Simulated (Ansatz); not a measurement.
**A computed series for hypothetical zinc blende PbTe: pressure series**

Take PbTe in the zinc blende structure (space group F-43m, No. 216; a hypothetical phase, not in the database extracts checked) as the base.

```yaml
crystal:
  lattice:
    - [0.00000, 3.66781, 3.66781]
    - [3.66781, 0.00000, 3.66781]
    - [3.66781, 3.66781, 0.00000]
  atoms:
    - { symbol: Te, position: [0.75000, 0.75000, 0.75000] }
    - { symbol: Pb, position: [0.00000, 0.00000, 0.00000] }
```

Cell and atoms are relaxed at each pressure.

Method: plane-wave PAW DFT at the PBE level (Ansatz, a program for electronic structure, 420 eV), without spin-orbit coupling, earlier PAW set.

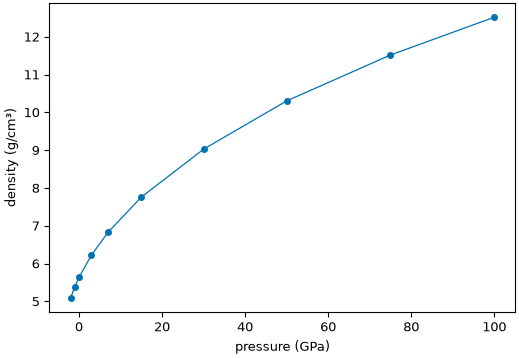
Figure: Density against pressure

Problem. From the plot, what is the density for pressure 3 GPa?

Solution. About 6.2 g/cm³.

Problem. Is the trend monotonic over the range shown?

Solution. Yes, it rises throughout, spanning 5.09 g/cm³ to 12.52 g/cm³.

The mesh was chosen for an insulator and is coarse for the gapless case. Load acts through the strain it causes; cell and atoms are relaxed under it. Whether these cells are dynamically stable was not tested. Competing high-pressure phases were not computed. All final runs are without spin polarisation.
